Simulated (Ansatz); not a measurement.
System: FH3Si···H3Si (doublet).

Input file:

```
crystal:
  periodic: [false, false, false]
  atoms:
    - {symbol: H, position_ang: [0.770772, -1.734231, 0.616706]}
    - {symbol: Si, position_ang: [0.173975, -1.864608, -0.732744]}
    - {symbol: F, position_ang: [-0.400409, -0.432962, -1.167969]}
    - {symbol: Si, position_ang: [-0.075226, 1.983065, 1.027091]}
    - {symbol: H, position_ang: [-0.951922, -2.827437, -0.718317]}
    - {symbol: H, position_ang: [1.198419, -2.270024, -1.723232]}
    - {symbol: H, position_ang: [-1.526313, 1.804010, 0.768662]}
    - {symbol: H, position_ang: [0.154315, 2.954626, 2.129901]}
    - {symbol: H, position_ang: [0.656389, 2.387663, -0.199898]}
basis:
  gaussian: {orbitals: def2-TZVPP}
magnetization: {spin_polarized: true, initial_magnetization: 1}
hamiltonian: {xc: pbe0, dispersion: d4}
output: {orbitals: {seedname: orbitals}}
```

Launched as:

```sh
ansatz run in.yaml --threads 4 --pin off --events-out ev --progress --plain --max-ram 9574MiB
```

The reactant side of a reaction path; geometry: PBE0-D4/def2-TZVP.

Computed with Ansatz, UKS PBE0-D4/def2-TZVPP.

What can the converged electron density, electron localisation function and spin density tell about the bonding?

Si4···F3 (3.28 Å): the density falls to about 0.04 e/Å³ on the way; the ELF dips to about 0 between them: a weak contact between the two molecules.
Si–F (1.60 Å): ρ is about 1.2 e/Å³ halfway; the ELF peaks at about 0.85 in the valence shell of F, 0.6 Å from its nucleus, and is about 0.55 at the midpoint.
Si–H (1.48 Å): ρ at the midpoint is about 0.84 e/Å³; the ELF climbs to about 1 towards the hydrogen, as it does in any bond to H.
The unpaired spin (1 electron) lies mostly on Si4 (about 0.9), in electrons by Hirshfeld's partition.

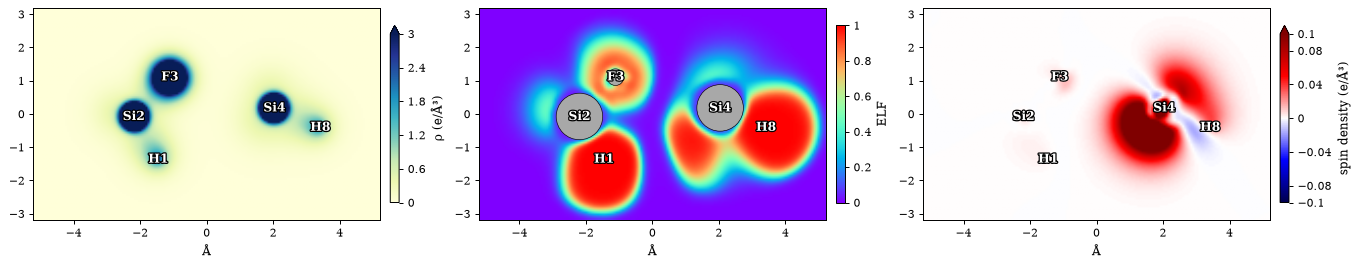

Computed electron density, electron localisation function and spin density on the plane of atoms H1, Si2 and F3, in this order. Grey discs cover the atomic cores in the ELF map. 
